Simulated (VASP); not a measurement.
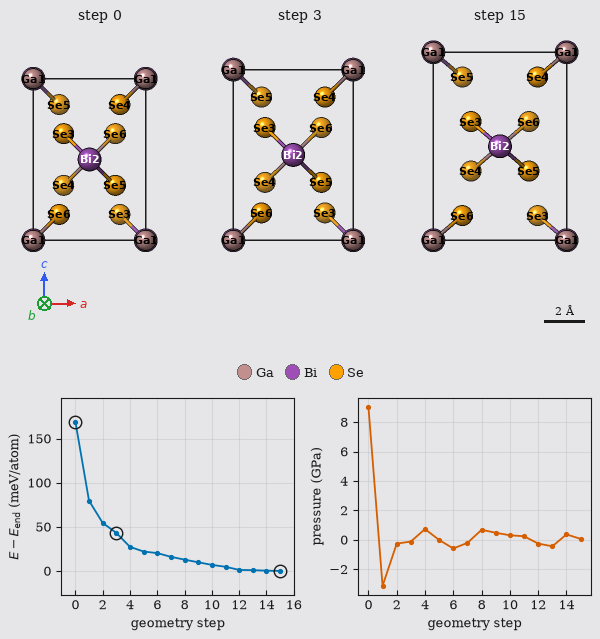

Frames of a relaxation of solid GaBiSe₄ (a generated structure, set up in I222), marked on the history of the run. The picture is a ball-and-stick view of the conventional cell (2 times the calculation's cell), seen along the b axis. Lengths and directions refer to the drawn axes.

The run lets cell and atoms move.

Method: VASP 6.6.1, Kohn-Sham DFT of a periodic cell, PBE, VASP PAW PBE potentials, recommended.

Input file:
```
ALGO     = Fast           # electronic algorithm
EDIFF    = 1E-4           # SCF threshold, eV
EDIFFG   = -0.08          # ionic threshold
ENCUT    = 520            # plane-wave cutoff, eV
GGA      = PE             # functional
IBRION   = 2              # ionic algorithm
ISIF     = 3              # what is computed and relaxed
ISMEAR   = 0              # smearing method
LASPH    = T              # aspherical terms in the spheres
LCHARG   = F              # write CHGCAR
LREAL    = F              # projectors in reciprocal space
LWAVE    = F              # write WAVECAR
NELM     = 60             # most SCF steps
NSW      = 24             # ionic steps
PREC     = Normal         # precision mode
SIGMA    = 0.15           # smearing width, eV
```

Launched with:
```bash
cat potpaw_PBE.64/Ga_d/POTCAR potpaw_PBE.64/Bi_d/POTCAR potpaw_PBE.64/Se/POTCAR > POTCAR
mpirun -np 1 vasp_std > vasp.out
```

### Describe the path.

The largest moves relative to the cell, 0.29 Å, are those of Se3, Se4, Se5 and Se6. Se3 goes roughly along [1 1 −3]. Bi and Ga stay in place. The drawn cell changes as follows: a 5.700 → 6.760 Å (+18.6 %), b 6.700 → 6.637 Å (−0.9 %), c 8.200 → 9.540 Å (+16.3 %); the volume changes by +36.7 %. Among the contacts that change: Se3–Se4 3.216 → 4.075 Å, Bi2–Se3 2.568 → 2.640 Å, Ga1–Se3 2.433 → 2.459 Å. Bond angles that change, for instance: Se3–Ga1–Se4 114.8° → 106.6°, Se3–Bi2–Se4 118.6° → 112.4°, Se3–Bi2–Se6 118.5° → 123.2°. The space group stays I222 (No. 23). Over 15 geometry steps the energy falls by 169 meV per atom. The largest force component goes from 0.99 to 0.043 eV/Å. The pressure goes from 9.05 to 0.06 GPa. The volume changes by over a tenth within one run on a fixed set of plane waves, so the end point should be relaxed again from the new cell. From step 0 to 3: Se atoms move most (0.05 Å), volume +14.5 %, energy −126 meV per atom. From step 3 to 15: Se atoms move most (0.30 Å), volume +19.4 %, energy −43.1 meV per atom.
